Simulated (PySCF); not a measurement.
# One shape, several levels: doublet Ge2H2ClOF+

Wanted: a comparison of 6 runs (UHF/STO-3G, UHF/3-21G, U-wB97M-V/6-31G*, UB2PLYP/6-31G*, UB3LYP/6-31G*, USCS-MP2/6-31G*) of doublet Ge2H2ClOF+. 

The results are computed with PySCF 2.14.0.

1 further run of the same task is left out (set aside as unsound or not needed).

**1. The molecule**

Ge2H2ClOF+ has 7 atoms, charge +1, and is taken as a doublet. As SMILES of the parent species, `[F][GeH]1[O][GeH]1[Cl]`. Geometry: relaxed at PBE0-D4/def2-TZVP. That shape belongs to the parent species and isn't relaxed for this state.

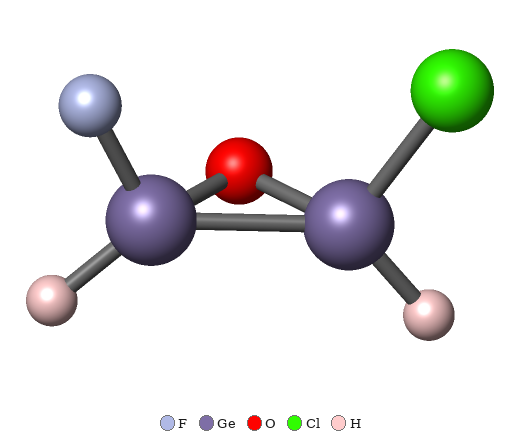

Viewed from a chosen angle; fluorine light blue, germanium purple, oxygen red, chlorine green, hydrogen pink.

**2. A single-point energy at UHF/STO-3G (run 1)**

run.py

```python
from pyscf import gto

mol = gto.Mole()
mol.atom = '''
F   -2.314000  -0.078500   0.729400
Ge  -0.614000   0.047600   1.021500
O    0.299700  -1.220400   0.102800
Ge   0.803600   0.286900  -0.792300
Cl   0.015300   0.365600  -2.774700
H   -0.447500   0.032000   2.543900
H    2.318300   0.498900  -0.876300
'''
mol.basis = 'sto-3g'
mol.charge = 1
mol.verbose = 3
mol.max_memory = 1860
mol.spin = 1
mol.build()

hf = mol.UHF()
hf.conv_tol = 1e-10
hf.kernel()
if not hf.converged:
    hf = hf.newton().run(hf.mo_coeff, hf.mo_occ)

e_tot = hf.e_tot
print('E = %.10f Eh' % e_tot)
```

Started as:

```bash
OMP_NUM_THREADS=1 python run.py
```

Output:

```text
converged SCF energy = -4730.99475755368  <S^2> = 0.77170236  2S+1 = 2.0215859
E = -4730.9947575537 Eh
```

Wall time 1.5 s (1 thread of Arm Neoverse V2, shared host); peak memory 0.13 GiB.

**3. A single-point energy at UHF/3-21G (run 2)**

calc.py

```python
from pyscf import gto

molecule = gto.M(
    atom='''
F     -2.314000    -0.078500     0.729400
Ge    -0.614000     0.047600     1.021500
O      0.299700    -1.220400     0.102800
Ge     0.803600     0.286900    -0.792300
Cl     0.015300     0.365600    -2.774700
H     -0.447500     0.032000     2.543900
H      2.318300     0.498900    -0.876300
''',
    max_memory=1860,
    charge=1,
    verbose=4,
    basis='3-21g',
    spin=1,
)

mf = molecule.UHF()
mf.conv_tol = 1e-10
mf.kernel()
if not mf.converged:
    mf = mf.newton().run(mf.mo_coeff, mf.mo_occ)

etot = mf.e_tot
print('E = %.10f Eh' % etot)
```

Started as:

```bash
OMP_NUM_THREADS=1 python calc.py
```

Output:

```text
PySCF version 2.14.0

[... 123 lines left out ...]
converged SCF energy = -4762.25312287645  <S^2> = 0.77506952  2S+1 = 2.0249143
E = -4762.2531228764 Eh
```

Wall time 2 s (1 thread of Arm Neoverse V2, shared host); peak memory 0.16 GiB.

Runs 3 to 5 aren't shown in full; the table further down has their settings and results.

**4. A single-point energy at USCS-MP2/6-31G(d) (spherical functions) (run 6)**

job.py

```python
from pyscf import gto, scf, mp

mol = gto.M(
    atom='''
F     -4.372826    -0.148344     1.378366
Ge    -1.160292     0.089951     1.930355
O      0.566351    -2.306222     0.194264
Ge     1.518584     0.542162    -1.497230
Cl     0.028913     0.690884    -5.243423
H     -0.845652     0.060471     4.807274
H      4.380952     0.942784    -1.655967
''',
    verbose=3,
    charge=1,
    unit='bohr',
    spin=1,
    max_memory=1860,
    basis='6-31g*',
)

mf = scf.UHF(mol)
mf.conv_tol = 1e-10
mf.kernel()
if not mf.converged:
    mf = mf.newton().run(mf.mo_coeff, mf.mo_occ)

pt = mp.MP2(mf, frozen=25).run()
e_final = mf.e_tot + 1.2 * pt.e_corr_os + pt.e_corr_ss / 3
print(f'total energy: {e_final:.8f} hartree')
```

Started as:

```bash
OMP_NUM_THREADS=1 python job.py
```

Output:

```text
converged SCF energy = -4784.83072219976  <S^2> = 0.78673671  2S+1 = 2.0364054
E(UMP2) = -4785.77896745576  E_corr = -0.948245256003021
E(SCS-UMP2) = -4785.71812780597  E_corr = -0.887405606212871
total energy: -4785.71812781 hartree
```

Run time: 12 s. Hardware: 1 thread of Arm Neoverse V2, shared host; peak memory 0.41 GiB.

**5. The series**

```
run                                   level  integration grid  nlc grid   energy (Eh)  HOMO energy (eV)  LUMO energy (eV)   ⟨S²⟩  wall time
  1                              UHF/STO-3G                 –         –  -4730.994758            -14.88             -3.71  0.772      1.5 s
  2                               UHF/3-21G                 –         –  -4762.253123            -16.98             -7.10  0.775        2 s
  3  U-wB97M-V/6-31G* (spherical functions)                 5         1  -4789.306401            -16.12             -9.50  0.757    6.5 min
  4    UB2PLYP/6-31G* (spherical functions)                 5         –  -4788.576048            -15.28            -10.07  0.765      2 min
  5     UB3LYP/6-31G* (spherical functions)                 5         –  -4789.698841            -13.90            -11.63  0.755    1.8 min
  6   USCS-MP2/6-31G* (spherical functions)                 –         –  -4785.718128            -17.19             -7.28  0.787       12 s
```

**6. Summary of results**

| quantity | value |
| --- | --- |
| run 6: total energy | -4785.71813 Eh |
| run 6: HOMO energy (Hartree–Fock orbitals) (highest over α and β) | -17.19 eV |
| run 6: LUMO energy (Hartree–Fock orbitals) (lowest over α and β) | -7.28 eV |
| run 6: correlation energy (25 core orbitals frozen) | -887.4 mEh |
| run 6: ⟨S²⟩ of the reference determinant | 0.787 |

What this shows: Totals of different functionals can't be ranked against each other. In run 1 the basis is minimal, so the values are rough. All runs together took 11 min, the longest 6.5 min.
